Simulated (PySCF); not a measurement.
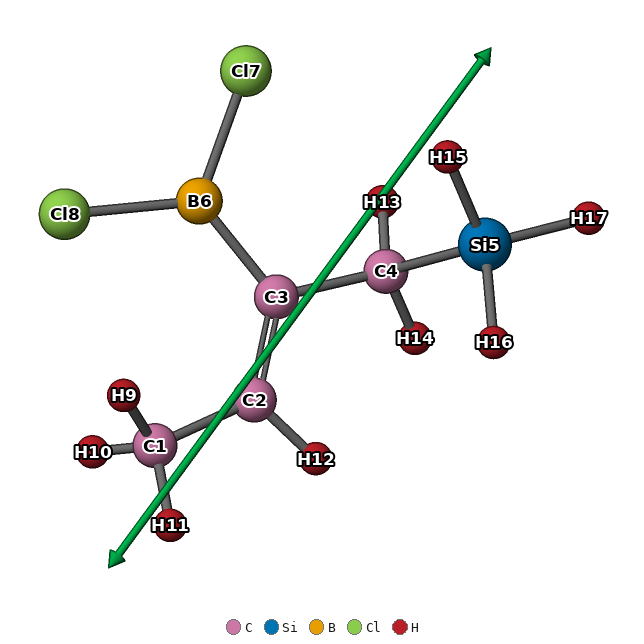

The double arrow shows the direction of the transition dipole to excited singlet state 5 (its length means nothing). Computed geometry: GFN2-xTB optimisation. No frequency run is at hand to confirm it as a minimum. Level of theory: TDDFT CAM-B3LYP/def2-SVPD, vertical, gas phase, core orbitals frozen in the response (PySCF 2.14.0).

**Give its energy, strength and character.**

6.71 eV (185 nm), oscillator strength 0.064, mainly HOMO−3 → LUMO (weight 0.86); transition dipole 1.58 D.

The geometry is semi-empirical. Around B, Si such bond lengths and angles can be off by a tenth of an ångström or more and by several degrees, and values that hang on the shape move with them.
